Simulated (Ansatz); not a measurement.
**Work function of Re(0001): what the settings cost and change**

Aim: the work function of Re(0001) against thickness and vacuum, with the cost.

Method: plane-wave DFT, PBE, Ansatz PAW, in Ansatz 0.2.0.

**What experiment says.**

“Anisotropic work function of elemental crystals” (2019, arxiv:1902.07811) quotes from earlier work for Re (clean (0001) face, a compiled value): work function (clean (0001) face, a compiled value) 5.15 eV.

This is a report of a sequence of runs, with most program output left out.

## (1) Starting point

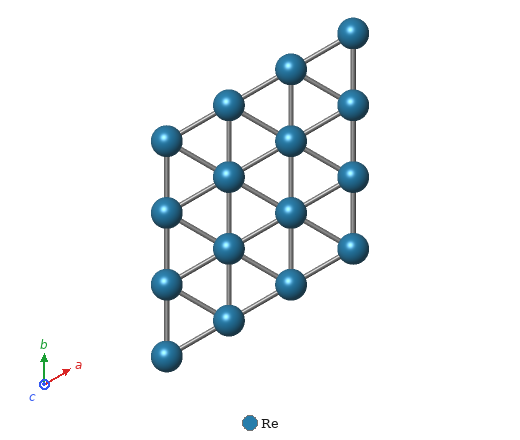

The cell as given, from above (rhenium blue). 4×4×1 cells are drawn.

The cell holds 1 atom: 1 Re. Cell: a = 2.760 Å, b = 2.760 Å, c = 18.000 Å, α = 90.0°, β = 90.0°, γ = 60.0°. Vacuum lies along c.

## (2) Run, setting 1 layer

A work function rests on the faint tail of the density, so the SCF threshold is tight. The slab grows from one layer, at fixed mesh and 18 Å of vacuum; then the vacuum is varied on one slab.

File input.yaml:

```yaml
crystal:
  lattice:
    - [2.76, 0.0, 0.0]
    - [1.38, 2.3902301144, 0.0]
    - [0.0, 0.0, 18.0]
  atoms:
    - { symbol: Re, position: [0.6666666667, 0.6666666667, 0.5] }
kpoints:
  mp_grid: { grid: [17, 17, 1] }
hamiltonian:
  xc: pbe
scf:
  occupations: { method: fermi_dirac, width: 0.1 }
  convergence: { dr2_threshold: 1.0e-09 }
efield:
  axis: 3
  dipole_correction: true
  ramp_position: 0.97
  ramp_width: 0.06
output:
  write_potential: true
  write_density: true
  volumetric_format: npy
  elf: true
```

Command:

```console
$ ansatz run input.yaml --threads 2 --pin off --max-ram 3072MiB --backend cpu --events-out ev --progress --plain --runs-dir out
```

It took 3.1 s on 2 threads of Arm Neoverse V2, shared host; peak memory 0.37 GiB.

This step gave:

- energy at zero smearing: -10865.1325 eV
- work function, upper face: 5.685 eV

Running mean over 2.2287 Å of the planar mean; the ramp of the sawtooth is left out. Electron's electrostatic potential energy less the Fermi level against z:

| z (Å) | electron's electrostatic potential energy less the Fermi level (eV) |
| --- | --- |
| 3 | 5.69 |
| 4 | 5.69 |
| 5 | 5.68 |
| 6 | 5.58 |
| 7 | 4.15 |
| 8 | -5.89 |
| 9 | -12.8 |
| 10 | -5.89 |
| 11 | 4.15 |
| 12 | 5.58 |
| 13 | 5.68 |
| 14 | 5.69 |
| 15 | 5.69 |

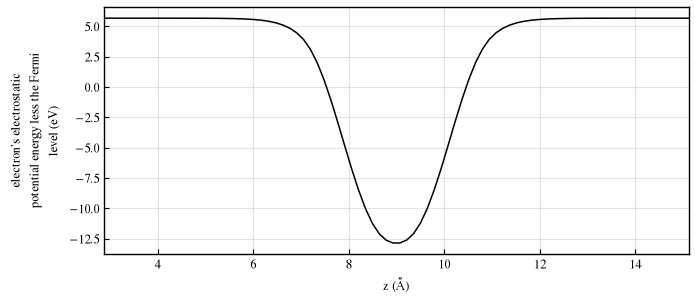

Electron's electrostatic potential energy less the Fermi level against z.

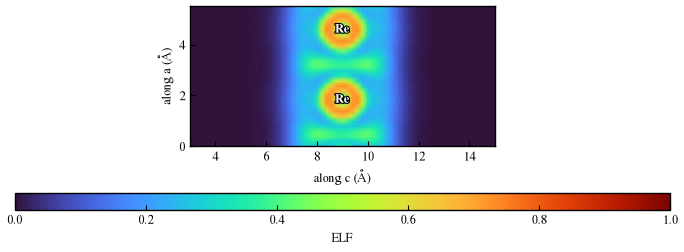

ELF in the ca plane at fractional y = 0.667, with atoms of Re within 0.2 Å of it. It is the smooth field of the valence electrons, not physical close to the nuclei. The far vacuum is left out of the map.

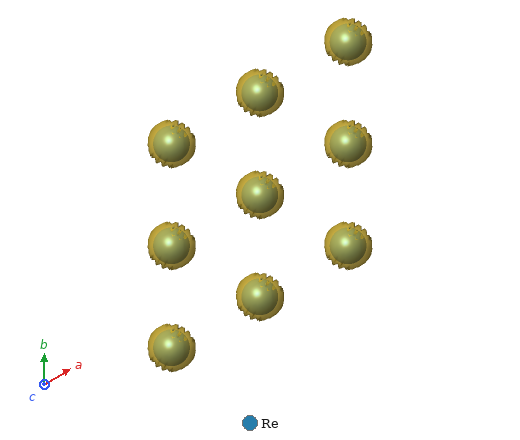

Surface of ELF = 0.66. 3×3×1 cells are drawn.

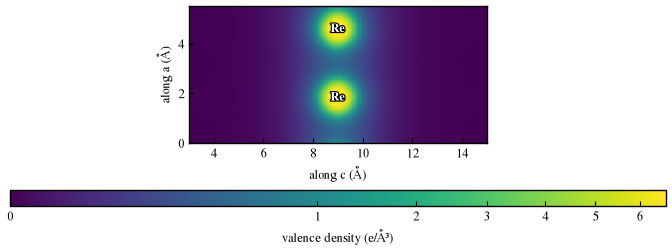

Valence density in the ca plane at fractional y = 0.667, with atoms of Re within 0.2 Å of it. It is the smooth field of the valence electrons, not physical close to the nuclei. The colour scale is stretched toward low values. The far vacuum is left out of the map.

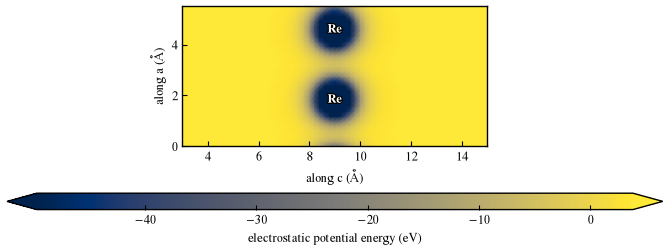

Electrostatic potential energy in the ca plane at fractional y = 0.667, with atoms of Re within 0.2 Å of it. With pseudopotentials it is smooth inside the atoms' cores, unlike the true potential. The far vacuum is left out of the map.

The work function is 5.685 eV.

## (3) Run, 2 atoms

System of this step: Re(0001). The cell holds 2 atoms: 2 Re. Its edges and angles: a = 2.760 Å, b = 2.760 Å, c = 20.229 Å, α = 90.0°, β = 90.0°, γ = 60.0°. Vacuum lies along c.

input.yaml, the sections that differ from step 2:

```yaml
crystal:
  lattice:
    - [2.76, 0.0, 0.0]
    - [1.38, 2.3902301144, 0.0]
    - [0.0, 0.0, 20.2287]
  atoms:
    - { symbol: Re, position: [0.6666666667, 0.6666666667, 0.4449124264] }
    - { symbol: Re, position: [0.0, 0.0, 0.5550875736] }
output:
  write_potential: true
  write_density: true
  volumetric_format: npy
# kpoints, hamiltonian, scf, efield: as in step 2
```

Elapsed: 5 s, on 2 threads; peak memory 0.37 GiB; 9.8 s of CPU time.

The work function is 5.139 eV, -0.547 eV from the run “1 layer”, at 1.7 times its CPU time.

## (4) Slab, 3 atoms

System of this step: Re(0001). The cell holds 3 atoms: 3 Re. Cell: a = 2.760 Å, b = 2.760 Å, c = 22.457 Å, α = 90.0°, β = 90.0°, γ = 60.0°. Vacuum lies along c.

input.yaml, the sections that differ from step 3:

```yaml
crystal:
  lattice:
    - [2.76, 0.0, 0.0]
    - [1.38, 2.3902301144, 0.0]
    - [0.0, 0.0, 22.4574]
  atoms:
    - { symbol: Re, position: [0.0, 0.0, 0.4007587699] }
    - { symbol: Re, position: [0.6666666667, 0.6666666667, 0.5] }
    - { symbol: Re, position: [0.0, 0.0, 0.5992412301] }
# kpoints, hamiltonian, scf, efield, output: as in step 3
```

The job ended after 8.2 s (2 threads; peak memory 0.42 GiB; 16 s of CPU time).

The work function is 5.108 eV, -0.031 eV from the run “2 layers”, at 1.6 times its CPU time.

## (5) Slab, 4 atoms

System of this step: Re(0001). The cell holds 4 atoms: 4 Re. Cell: a = 2.760 Å, b = 2.760 Å, c = 24.686 Å, α = 90.0°, β = 90.0°, γ = 60.0°. Vacuum lies along c.

input.yaml, the sections that differ from step 4:

```yaml
crystal:
  lattice:
    - [2.76, 0.0, 0.0]
    - [1.38, 2.3902301144, 0.0]
    - [0.0, 0.0, 24.6861]
  atoms:
    - { symbol: Re, position: [0.6666666667, 0.6666666667, 0.3645776368] }
    - { symbol: Re, position: [0.0, 0.0, 0.4548592123] }
    - { symbol: Re, position: [0.6666666667, 0.6666666667, 0.5451407877] }
    - { symbol: Re, position: [0.0, 0.0, 0.6354223632] }
# kpoints, hamiltonian, scf, efield, output: as in step 4
```

The job ended after 12 s (2 threads; peak memory 0.47 GiB; 23 s of CPU time).

The work function is 5.050 eV, -0.058 eV from the run “3 layers”, at 1.5 times its CPU time.

## (6) Run, 5 atoms

System of this step: Re(0001). The cell holds 5 atoms: 5 Re. Its edges and angles: a = 2.760 Å, b = 2.760 Å, c = 26.915 Å, α = 90.0°, β = 90.0°, γ = 60.0°. Vacuum lies along c.

input.yaml, the sections that differ from step 5:

```yaml
crystal:
  lattice:
    - [2.76, 0.0, 0.0]
    - [1.38, 2.3902301144, 0.0]
    - [0.0, 0.0, 26.9148]
  atoms:
    - { symbol: Re, position: [0.0, 0.0, 0.3343885149] }
    - { symbol: Re, position: [0.6666666667, 0.6666666667, 0.4171942574] }
    - { symbol: Re, position: [0.0, 0.0, 0.5] }
    - { symbol: Re, position: [0.6666666667, 0.6666666667, 0.5828057426] }
    - { symbol: Re, position: [0.0, 0.0, 0.6656114851] }
# kpoints, hamiltonian, scf, efield, output: as in step 5
```

Run time: 16 s. Hardware: 2 threads; peak memory 0.53 GiB; 31 s of CPU time.

The work function is 5.043 eV, -0.007 eV from the run “4 layers”, at 1.3 times its CPU time.

## (7) Run, 6 atoms

System of this step: Re(0001). The cell holds 6 atoms: 6 Re. Cell: a = 2.760 Å, b = 2.760 Å, c = 29.143 Å, α = 90.0°, β = 90.0°, γ = 60.0°. Vacuum lies along c.

input.yaml, the sections that differ from step 6:

```yaml
crystal:
  lattice:
    - [2.76, 0.0, 0.0]
    - [1.38, 2.3902301144, 0.0]
    - [0.0, 0.0, 29.1435]
  atoms:
    - { symbol: Re, position: [0.6666666667, 0.6666666667, 0.3088167173] }
    - { symbol: Re, position: [0.0, 0.0, 0.3852900304] }
    - { symbol: Re, position: [0.6666666667, 0.6666666667, 0.4617633435] }
    - { symbol: Re, position: [0.0, 0.0, 0.5382366565] }
    - { symbol: Re, position: [0.6666666667, 0.6666666667, 0.6147099696] }
    - { symbol: Re, position: [0.0, 0.0, 0.6911832827] }
# kpoints, hamiltonian, scf, efield, output: as in step 6
```

Run time: 20 s. Hardware: 2 threads; peak memory 0.62 GiB.

The work function is 5.031 eV, -0.012 eV from the run “5 layers”, at 1.3 times its CPU time.

## (8) Slab, 8 atoms

System of this step: Re(0001). The cell holds 8 atoms: 8 Re. Cell: a = 2.760 Å, b = 2.760 Å, c = 33.601 Å, α = 90.0°, β = 90.0°, γ = 60.0°. Vacuum lies along c.

input.yaml, the sections that differ from step 7:

```yaml
crystal:
  lattice:
    - [2.76, 0.0, 0.0]
    - [1.38, 2.3902301144, 0.0]
    - [0.0, 0.0, 33.6009]
  atoms:
    - { symbol: Re, position: [0.6666666667, 0.6666666667, 0.2678499683] }
    - { symbol: Re, position: [0.0, 0.0, 0.3341785488] }
    - { symbol: Re, position: [0.6666666667, 0.6666666667, 0.4005071293] }
    - { symbol: Re, position: [0.0, 0.0, 0.4668357098] }
    - { symbol: Re, position: [0.6666666667, 0.6666666667, 0.5331642902] }
    - { symbol: Re, position: [0.0, 0.0, 0.5994928707] }
    - { symbol: Re, position: [0.6666666667, 0.6666666667, 0.6658214512] }
    - { symbol: Re, position: [0.0, 0.0, 0.7321500317] }
# kpoints, hamiltonian, scf, efield, output: as in step 7
```

It took 34 s on 2 threads; peak memory 0.8 GiB; 68 s of CPU time.

The work function is 5.029 eV, -0.002 eV from the run “6 layers”, at 1.8 times its CPU time.

## (9) Run, 10 atoms

System of this step: Re(0001). The cell holds 10 atoms: 10 Re. Its edges and angles: a = 2.760 Å, b = 2.760 Å, c = 38.058 Å, α = 90.0°, β = 90.0°, γ = 60.0°. Vacuum lies along c.

input.yaml, the sections that differ from step 8:

```yaml
crystal:
  lattice:
    - [2.76, 0.0, 0.0]
    - [1.38, 2.3902301144, 0.0]
    - [0.0, 0.0, 38.0583]
  atoms:
    - { symbol: Re, position: [0.6666666667, 0.6666666667, 0.2364792962] }
    - { symbol: Re, position: [0.0, 0.0, 0.2950394526] }
    - { symbol: Re, position: [0.6666666667, 0.6666666667, 0.353599609] }
    - { symbol: Re, position: [0.0, 0.0, 0.4121597654] }
    - { symbol: Re, position: [0.6666666667, 0.6666666667, 0.4707199218] }
    - { symbol: Re, position: [0.0, 0.0, 0.5292800782] }
    - { symbol: Re, position: [0.6666666667, 0.6666666667, 0.5878402346] }
    - { symbol: Re, position: [0.0, 0.0, 0.646400391] }
    - { symbol: Re, position: [0.6666666667, 0.6666666667, 0.7049605474] }
    - { symbol: Re, position: [0.0, 0.0, 0.7635207038] }
# kpoints, hamiltonian, scf, efield, output: as in step 8
```

Run time: 57 s. Hardware: 2 threads; peak memory 1 GiB; 1.9 min of CPU time.

The work function is 5.033 eV, +0.003 eV from the run “8 layers”, at 1.7 times its CPU time.

## (10) Slab, 13 atoms

System of this step: Re(0001). The cell holds 13 atoms: 13 Re. Its edges and angles: a = 2.760 Å, b = 2.760 Å, c = 44.744 Å, α = 90.0°, β = 90.0°, γ = 60.0°. Vacuum lies along c.

input.yaml, the sections that differ from step 9:

```yaml
crystal:
  lattice:
    - [2.76, 0.0, 0.0]
    - [1.38, 2.3902301144, 0.0]
    - [0.0, 0.0, 44.7444]
  atoms:
    - { symbol: Re, position: [0.0, 0.0, 0.2011424893] }
    - { symbol: Re, position: [0.6666666667, 0.6666666667, 0.2509520744] }
    - { symbol: Re, position: [0.0, 0.0, 0.3007616596] }
    - { symbol: Re, position: [0.6666666667, 0.6666666667, 0.3505712447] }
    - { symbol: Re, position: [0.0, 0.0, 0.4003808298] }
    - { symbol: Re, position: [0.6666666667, 0.6666666667, 0.4501904149] }
    - { symbol: Re, position: [0.0, 0.0, 0.5] }
    - { symbol: Re, position: [0.6666666667, 0.6666666667, 0.5498095851] }
    - { symbol: Re, position: [0.0, 0.0, 0.5996191702] }
    - { symbol: Re, position: [0.6666666667, 0.6666666667, 0.6494287553] }
    - { symbol: Re, position: [0.0, 0.0, 0.6992383404] }
    - { symbol: Re, position: [0.6666666667, 0.6666666667, 0.7490479256] }
    - { symbol: Re, position: [0.0, 0.0, 0.7988575107] }
# kpoints, hamiltonian, scf, efield, output: as in step 9
```

It took 1.7 min on 2 threads; peak memory 1.4 GiB.

The work function is 5.033 eV, +0.001 eV from the run “10 layers”, at 1.8 times its CPU time.

## (11) Run, 7 atoms

System of this step: Re(0001). The cell holds 7 atoms: 7 Re. Its edges and angles: a = 2.760 Å, b = 2.760 Å, c = 23.372 Å, α = 90.0°, β = 90.0°, γ = 60.0°. Vacuum lies along c.

input.yaml, the sections that differ from step 10:

```yaml
crystal:
  lattice:
    - [2.76, 0.0, 0.0]
    - [1.38, 2.3902301144, 0.0]
    - [0.0, 0.0, 23.3722]
  atoms:
    - { symbol: Re, position: [0.0, 0.0, 0.2139293691] }
    - { symbol: Re, position: [0.6666666667, 0.6666666667, 0.3092862461] }
    - { symbol: Re, position: [0.0, 0.0, 0.404643123] }
    - { symbol: Re, position: [0.6666666667, 0.6666666667, 0.5] }
    - { symbol: Re, position: [0.0, 0.0, 0.595356877] }
    - { symbol: Re, position: [0.6666666667, 0.6666666667, 0.6907137539] }
    - { symbol: Re, position: [0.0, 0.0, 0.7860706309] }
# kpoints, hamiltonian, scf, efield, output: as in step 10
```

Wall time 23 s (2 threads); peak memory 0.58 GiB.

The work function is 5.022 eV. The program marks this work function as in doubt.

## (12) Slab, 7 atoms

The cell differs from the one that the last finished run ended in (c 23.372 → 27.372 Å).

input.yaml, the sections that differ from step 11:

```yaml
crystal:
  lattice:
    - [2.76, 0.0, 0.0]
    - [1.38, 2.3902301144, 0.0]
    - [0.0, 0.0, 27.3722]
  atoms:
    - { symbol: Re, position: [0.0, 0.0, 0.2557339198] }
    - { symbol: Re, position: [0.6666666667, 0.6666666667, 0.3371559465] }
    - { symbol: Re, position: [0.0, 0.0, 0.4185779733] }
    - { symbol: Re, position: [0.6666666667, 0.6666666667, 0.5] }
    - { symbol: Re, position: [0.0, 0.0, 0.5814220267] }
    - { symbol: Re, position: [0.6666666667, 0.6666666667, 0.6628440535] }
    - { symbol: Re, position: [0.0, 0.0, 0.7442660802] }
# kpoints, hamiltonian, scf, efield, output: as in step 11
```

Wall time 24 s (2 threads); peak memory 0.65 GiB; 48 s of CPU time.

The work function is 5.029 eV, +0.008 eV from the run “7 layers, 10 Å of vacuum”, at 1.0 times its CPU time.

## (13) Run, 7 atoms (run 2)

The cell differs from the one that the last finished run ended in (c 27.372 → 39.372 Å).

input.yaml, the sections that differ from step 12:

```yaml
crystal:
  lattice:
    - [2.76, 0.0, 0.0]
    - [1.38, 2.3902301144, 0.0]
    - [0.0, 0.0, 39.3722]
  atoms:
    - { symbol: Re, position: [0.0, 0.0, 0.3301822098] }
    - { symbol: Re, position: [0.6666666667, 0.6666666667, 0.3867881399] }
    - { symbol: Re, position: [0.0, 0.0, 0.4433940699] }
    - { symbol: Re, position: [0.6666666667, 0.6666666667, 0.5] }
    - { symbol: Re, position: [0.0, 0.0, 0.5566059301] }
    - { symbol: Re, position: [0.6666666667, 0.6666666667, 0.6132118601] }
    - { symbol: Re, position: [0.0, 0.0, 0.6698177902] }
# kpoints, hamiltonian, scf, efield, output: as in step 12
```

Elapsed: 36 s, on 2 threads; peak memory 0.82 GiB.

The work function is 5.029 eV, -0.000 eV from the run “7 layers, 14 Å of vacuum”, at 1.5 times its CPU time.

## (14) Comparing the runs

Times are for 2 threads of Arm Neoverse V2, shared host. The series side by side:

| no. | setting | work function, upper face (eV) | time | memory (GiB) |
| --- | --- | --- | --- | --- |
| 1 | 1 layer | 5.685 | 3.1 s | 0.37 |
| 2 | 2 layers | 5.139 | 5 s | 0.37 |
| 3 | 3 layers | 5.108 | 8.2 s | 0.42 |
| 4 | 4 layers | 5.050 | 12 s | 0.47 |
| 5 | 5 layers | 5.043 | 16 s | 0.53 |
| 6 | 6 layers | 5.031 | 20 s | 0.62 |
| 7 | 8 layers | 5.029 | 34 s | 0.8 |
| 8 | 10 layers | 5.033 | 57 s | 1.0 |
| 9 | 13 layers | 5.033 | 1.7 min | 1.4 |
| 10 | 7 layers, 10 Å of vacuum | 5.022 | 23 s | 0.58 |
| 11 | 7 layers, 14 Å of vacuum | 5.029 | 24 s | 0.65 |
| 12 | 7 layers, 26 Å of vacuum | 5.029 | 36 s | 0.82 |

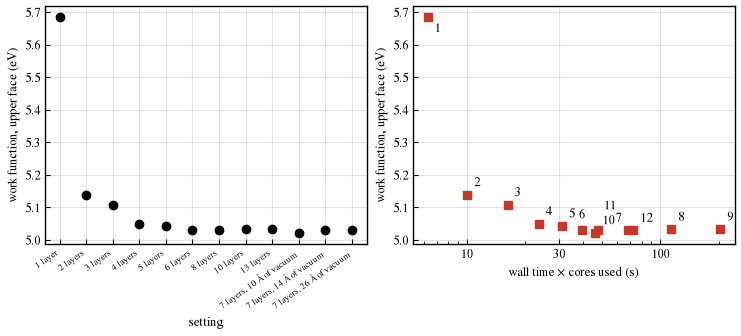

The series as plots; the last panel sets the first result against cost, with the runs numbered as in the table.

## (15) The same run with other settings

System of this step: Re(0001) monolayer. The cell holds 1 atom: 1 Re. Its edges and angles: a = 2.760 Å, b = 2.760 Å, c = 18.000 Å, α = 90.0°, β = 90.0°, γ = 60.0°. Vacuum lies along c.

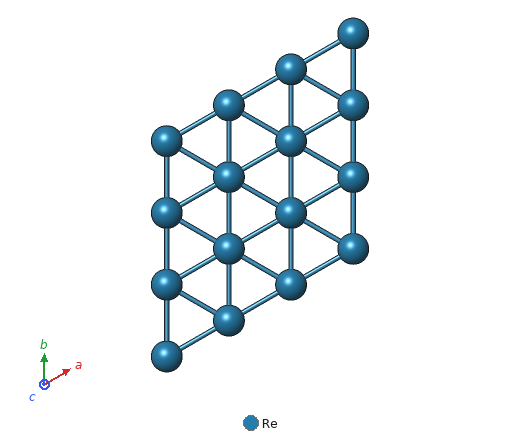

The cell of this step (rhenium blue). 4×4×1 cells are drawn.

An input spoilt on purpose, to show how the run answers: it repeats the earlier run “1 layer” with crystal.atoms[0].symbol from Re to REx, and scf.max_iter set to 50; its output block differs too.

input.yaml, the sections that differ from step 13:

```yaml
crystal:
  lattice:
    - [2.76, 0.0, 0.0]
    - [1.38, 2.3902301144, 0.0]
    - [0.0, 0.0, 18.0]
  atoms:
    - { symbol: REx, position: [0.6666666667, 0.6666666667, 0.5] }
scf:
  occupations: { method: fermi_dirac, width: 0.1 }
  convergence: { dr2_threshold: 1.0e-09 }
  max_iter: 50
# kpoints, hamiltonian, efield, output: as in step 13
```

Elapsed: 0.01 s, on 2 threads; peak memory 0.06 GiB.

The program refused the input before any cycle.

The program's message: “Error: YAML parse error: error: line 7 column 17: `REx` is not an element symbol (H … Og, case-exact)”

The fault put into the input: an unknown element.

## (16) What came out

```
work function, 1 layer                  : 5.685 eV
work function, 6 layers                 : 5.031 eV
work function, 13 layers                : 5.033 eV
work function, 7 layers, 10 Å of vacuum : 5.022 eV
```

What this shows: The thickest slab gives 5.03 eV, and the settings tried spread the value from 5.02 to 5.69 eV. At 18 Å of vacuum, the slabs from 4 layers on stay within 0.02 eV of the thickest. Going from 10 to 26 Å of vacuum moves it by 0.008 eV. The program marks the value as in doubt in “7 layers, 10 Å of vacuum”. The ladder's slabs use the tabulated experimental lattice constant (two decimals; a low-temperature value for the alkali metals). In 1 run of the series (7 layers, 10 Å of vacuum) the program warns that electrons reach the sawtooth's ramp, which makes dipole and work function less sure.

Computed beside measured:

| quantity | measured | 13 layers |
| --- | --- | --- |
| work function (clean (0001) face, a compiled value) (eV) | 5.15 | 5.03 (-0.12 eV) |

Measured values from arxiv:1902.07811 (2019).

Verdict: The work function is off by -0.12 eV: good agreement. The grades are ours: good and fair within 3 and 7 % for the work function. No cell relaxation is part of this session.

[Logs are printed without paths, hosts, clocks, repeated set-up lines and the standing remarks that a program may print on its own settings, such as how far it seeks lower states.]

[Hosts, paths, dates, database ids (printed as entryN), source tags and the programs' standing remarks are cut or masked in the printed files.]

[Maps of the electrostatic potential energy from Ansatz leave out the sawtooth potential of an applied field or a dipole correction, so their vacuum need not be flat; planar profiles and work functions include it.]
